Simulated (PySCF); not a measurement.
H₄BeSSi, SMILES [SiH3][Be][SH] at its PBE0/def2-SVP optimised geometry (Å):

```
7

Be    -1.3607    -1.8249    -1.6801
S     -2.1024    -2.8010    -3.1517
H     -2.4324    -3.8455    -2.3544
Si    -0.5294    -0.7168     0.0000
H     -0.9700     0.7168     0.0000
H      0.9700    -0.7168     0.0000
H     -0.9656    -1.3051     1.3099
```

Level of theory: PBE0/def2-TZVP run with PySCF 2.14.0.

Map of the LUMO amplitude (bohr^(-3/2)) on the plane z = 1.5 Å; orbital energy -1.47 eV, overall sign arbitrary:

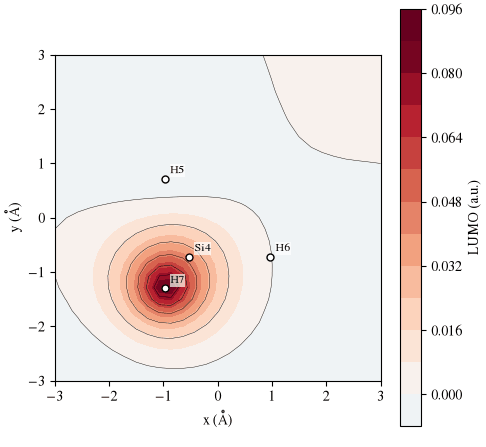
Fig. 1. LUMO amplitude (bohr^(-3/2)) on the plane z = 1.5 Å.
